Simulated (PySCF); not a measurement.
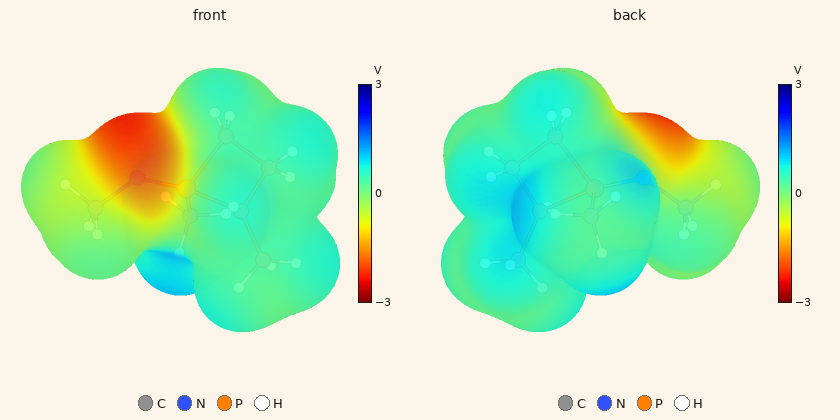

C6H14NP. The electrostatic potential painted on the density surface at 0.002 e/bohr³, seen from the front and from behind; red is negative and blue positive.

Geometry: GFN2-xTB.

All numbers below come from PBE0/pcSseg-1, SCF density, gas phase, non-relativistic in PySCF 2.14.0.

```yaml
atoms:
  - { symbol: C, position_ang: [2.9472, 1.0158, 0.0562] }
  - { symbol: N, position_ang: [1.8413, 0.4956, 0.8279] }
  - { symbol: P, position_ang: [0.5354, -0.1723, 0.3080] }
  - { symbol: C, position_ang: [0.5888, -1.4059, -1.0713] }
  - { symbol: C, position_ang: [-0.4617, -0.9009, 1.6697] }
  - { symbol: C, position_ang: [-1.7645, -0.3664, 1.0431] }
  - { symbol: C, position_ang: [-1.1412, 0.6992, 0.1202] }
  - { symbol: C, position_ang: [-1.8146, 0.9380, -1.2157] }
  - { symbol: H, position_ang: [2.7470, 2.0275, -0.3088] }
  - { symbol: H, position_ang: [3.2185, 0.3898, -0.7993] }
  - { symbol: H, position_ang: [3.8063, 1.0647, 0.7280] }
  - { symbol: H, position_ang: [1.3893, -2.1101, -0.8458] }
  - { symbol: H, position_ang: [-0.3536, -1.9361, -1.1689] }
  - { symbol: H, position_ang: [0.8185, -0.8893, -2.0027] }
  - { symbol: H, position_ang: [-0.2045, -0.3946, 2.5991] }
  - { symbol: H, position_ang: [-0.4111, -1.9769, 1.8239] }
  - { symbol: H, position_ang: [-2.4785, 0.0284, 1.7651] }
  - { symbol: H, position_ang: [-2.2629, -1.1386, 0.4566] }
  - { symbol: H, position_ang: [-1.0481, 1.6452, 0.6660] }
  - { symbol: H, position_ang: [-2.8104, 1.3539, -1.0635] }
  - { symbol: H, position_ang: [-1.2369, 1.6413, -1.8127] }
  - { symbol: H, position_ang: [-1.9148, 0.0110, -1.7761] }
```

> Describe the electrostatic potential map.

The most negative region (about −2.2 V) lies over N2, the most positive (about +1.1 V) over P3 and H13. N2 is the likeliest acceptor of a hydrogen bond.

> What dipole moment does the calculation give?

Its dipole moment is 2.94 D.
